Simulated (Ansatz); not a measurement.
An ideal cubic perovskite cell is held by its symmetry; such compounds can tilt or shift off centre at room temperature. The starting structures come from a database of crystals and need not be the phases stable at ambient conditions.

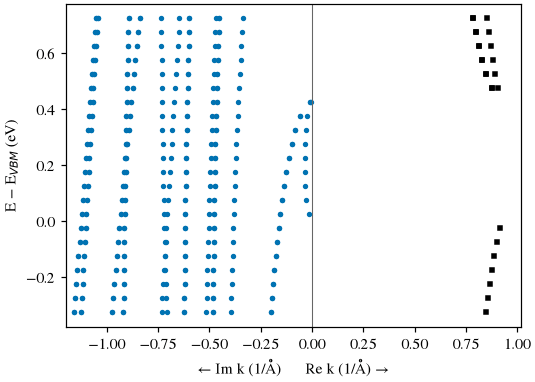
Figure: Complex bands at the centre of the two-dimensional zone; PBEsol (Ansatz, a quantum-chemistry and plane-wave program)

No gap correction and no spin-orbit coupling; mid-gap values are interpolated between computed energies.

Question: This is CsSnBr3 (Pm-3m, cubic perovskite, not sure to be the ambient phase, 5 atoms a cell, 39.8 Å³ an atom) along the normal of (111). Read off the slowest decay at the centre of the two-dimensional zone at 0.23 eV, the computed energy nearest the middle of the gap.

Answer: κ ≈ 0.04 1/Å, a decay length 1/(2κ) of the density of 14 Å.
